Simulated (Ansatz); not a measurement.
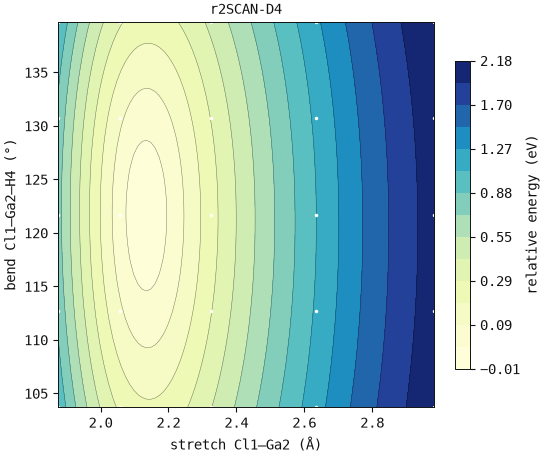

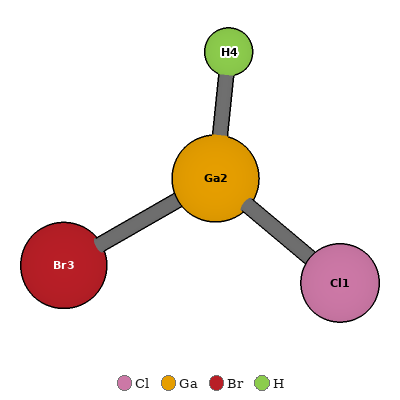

Energy landscape of GaHBrCl, SMILES [Cl][GaH][Br], singlet over the stretch Cl1–Ga2 and the bend Cl1–Ga2–H4. Method named on the plot, def2-TZVPP, the Ansatz code 0.2.0, cores frozen in correlated methods. A stretch and then a bend are set rigidly from the minimum (PBE0-D4/def2-TZVP); energies less that of the minimum; in a bend the first-named atom and what hangs on it turn. On heavy atoms the filled d shell below the valence is correlated. The map is drawn from 5 × 5 computed points, interpolated. Dots mark the computed points.

Which computed point is the lowest, and which the highest?

Answer. Lowest at 2.06 Å and 122° (0.05 eV), highest at 2.98 Å and 140° (2.18 eV).

How does the best value of the first coordinate follow the second?

Answer. It moves little, from 2.144 to 2.142 Å, as the second goes from 104 to 140° (from a spline through the points).

Caveats: no scalar relativity up to krypton.
